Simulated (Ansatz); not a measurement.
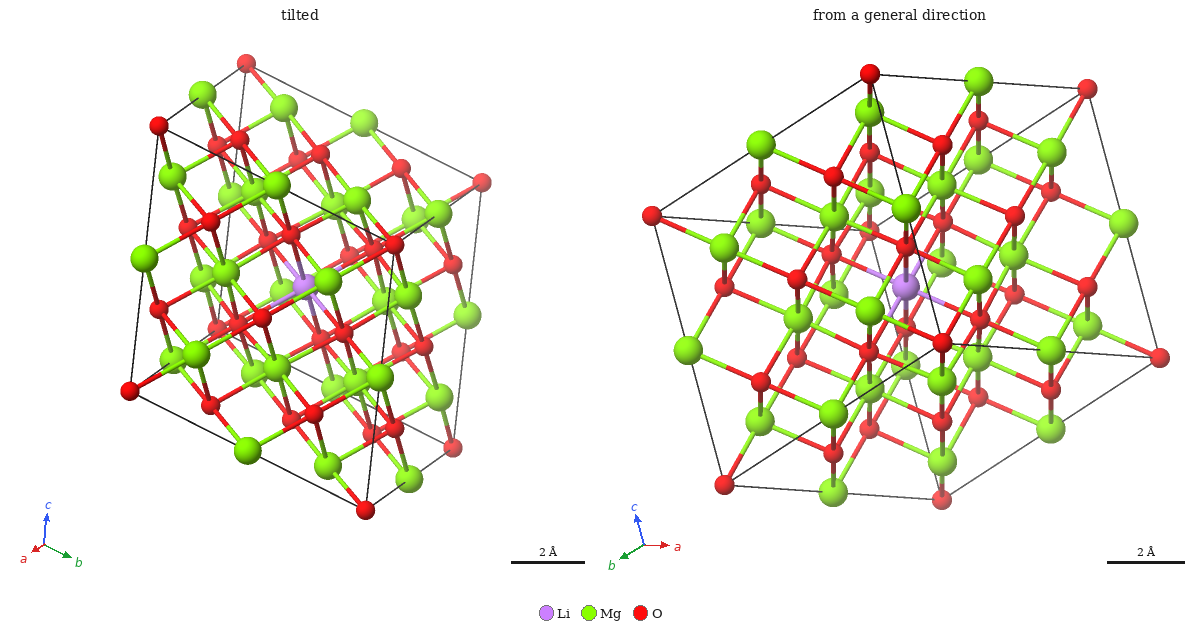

The figure gives a ball-and-stick picture of the atoms, viewed slightly off an axis and from a general direction. The outline marks the supercell. The host is MgO, in a cell of 32 sites, and the cell is neutral.

### Where does the cell differ from the host, and how?

Lithium on a magnesium site (a substitutional impurity). It is bonded to six O in an octahedral arrangement at about 2.2 Å.

Level of theory: DFT PBE, scalar-relativistic, plane waves, PAW (Ansatz 0.2.0). Settings were a cutoff energy of 420 eV, a 4×4×4 k-point grid, Gaussian smearing of 0.01 eV, collinear spins.

### Is the defect magnetic?

Yes, 0.1 μB in the cell.

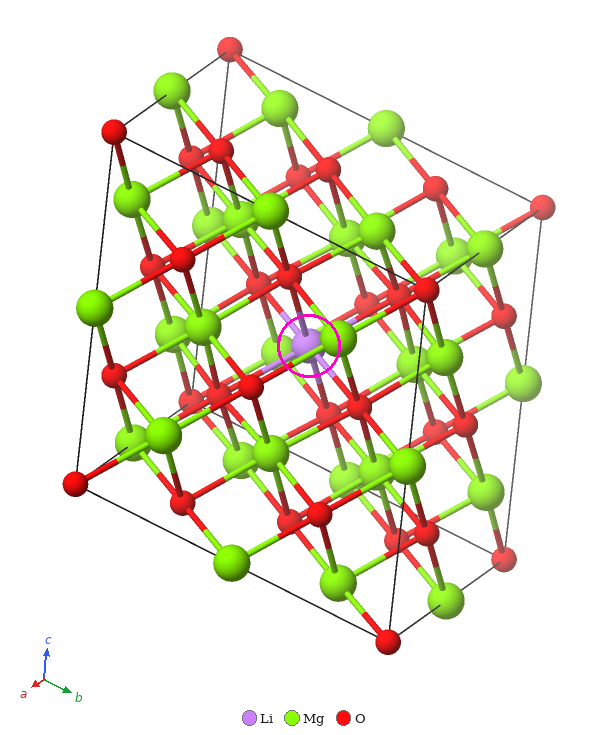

The same cell with a ring at the defect's site.

The atoms were relaxed in the host's cell with Ansatz, DFT PBE, scalar-relativistic, plane waves, PAW.
